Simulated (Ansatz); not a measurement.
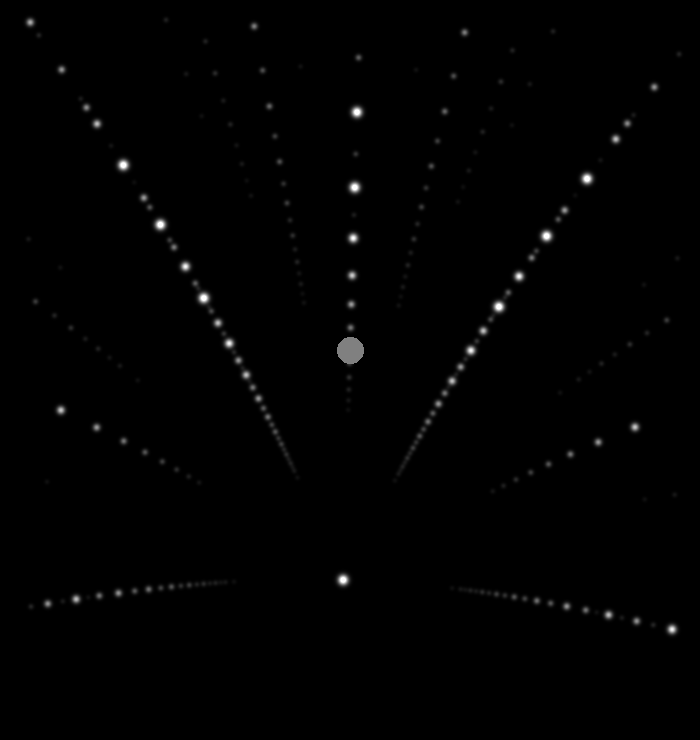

Simulated back-reflection Laue pattern (white X-rays, 0.45 to 2.2 Å, flat plate covering ±45° about the beam, kinematic intensities, seen from the source).

Q: Which symmetry elements lie along the beam?

A: m: one mirror line.

The crystal is C, space group P6_3/mmc (No. 194), a = 2.466 Å, c = 8.242 Å (hexagonal axes). Structure: the end point of a relaxation at fixed volume with DFT PBE, spin-orbit coupling, plane waves, PAW (Ansatz).

The direction [101] points towards the source.
